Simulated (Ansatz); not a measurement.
Take HfO$_{2}$ (space group P4_2/nmc, No. 137; a = 3.5675 Å, c = 5.1667 Å) as the base.

One thing is altered: an isotropic linear strain of −0.48 %, atoms relaxed at fixed cell.

The values are results of PBEsol, PAW, 420 eV (Ansatz, a quantum-chemistry and plane-wave program; no spin-orbit coupling), earlier PAW set, not measurements.

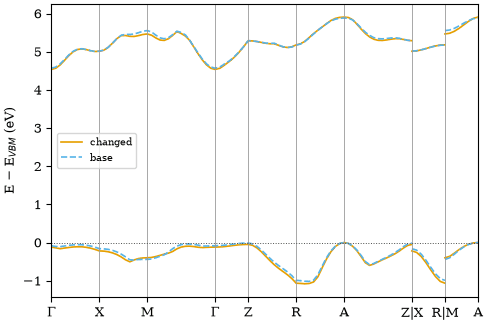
Highest valence and lowest conduction band along the path, each from its own valence-band maximum

Question: Read the changed gap and its character from the plot.

Answer: About 4.5 eV, indirect, A → Γ.

Spin-orbit coupling, missing from the scalar runs, can matter with Hf. Stability against distortions was not tested. This is not the structure that HfO2 has at room temperature and ambient pressure.
